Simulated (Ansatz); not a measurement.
**Sn: response to strain**

Take Sn (space group I4_1/amd, No. 141; a = 5.949 Å, c = 3.214 Å; relaxed with 0.1 eV smearing) as the base. Axes: x, y, z lie along a, b, c of the conventional cell.

Strains are applied to the cell and any free atomic positions relax; under biaxial strain the out-of-plane vector relaxes too.

Level of theory: plane-wave PAW DFT at the PBE level (Ansatz, a quantum-chemistry and plane-wave program, 420 eV), no spin-orbit coupling.

Notes on the quantities. in-plane stress: mean in-plane stress (compression positive).

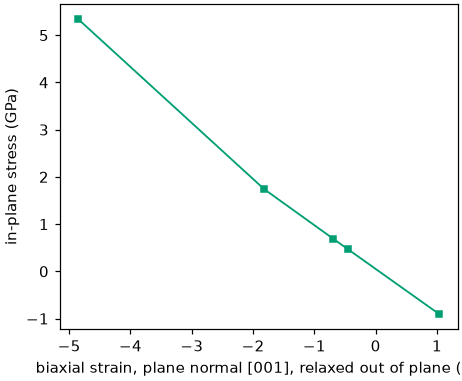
Figure. in-plane stress against biaxial strain, plane normal [001], relaxed out of plane

Question: From the plot, what is the in-plane stress for biaxial strain −0.45 %, plane normal [001], relaxed out of plane?

Answer: About 0.5 GPa.

Question: Is the trend monotonic over the range shown?

Answer: Yes, it falls throughout, spanning -0.9 GPa to +5.3 GPa.

A biaxial case was relaxed in a doubled cell and then solved in the primitive one. Stability against distortions was not tested.
